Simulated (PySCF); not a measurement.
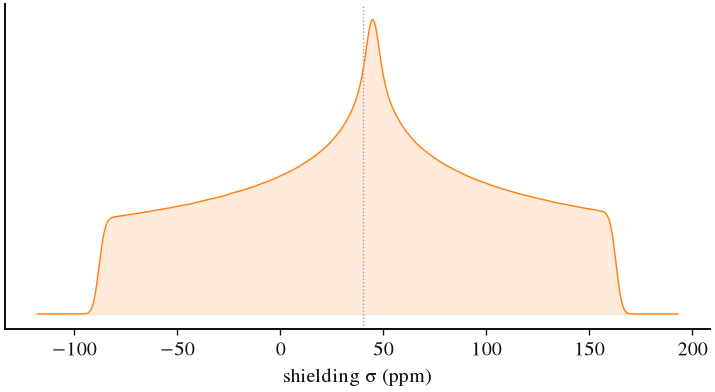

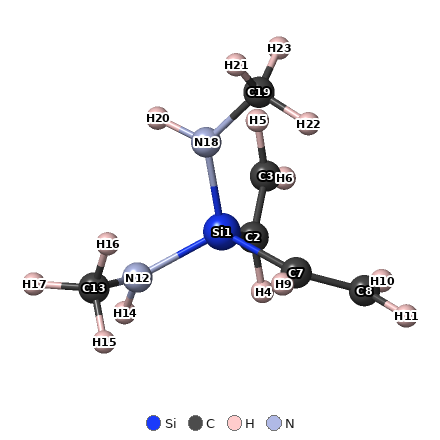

Static powder pattern (¹³C) from GIAO shielding tensors of C₆H₁₄N₂Si (Si(vinyl)2(NHMe)2), SMILES C=C[Si](C=C)(NC)NC, PBE0/pcSseg-1 with PySCF, at a PBE0-D3(BJ)/def2-SVP geometry (no frequency check); absolute shielding, one fixed geometry of the isolated molecule without any motion, no dipolar terms. The dotted line is the isotropic value; skew is 3(σiso − σ22)/span.

### The pattern belongs to C8. Give the principal values, span and skew.

C8: σ11, σ22, σ33 = −88, 45, 163 ppm, isotropic 40, span 251 ppm, skew −0.06.

Caveats: one conformer of a flexible molecule.
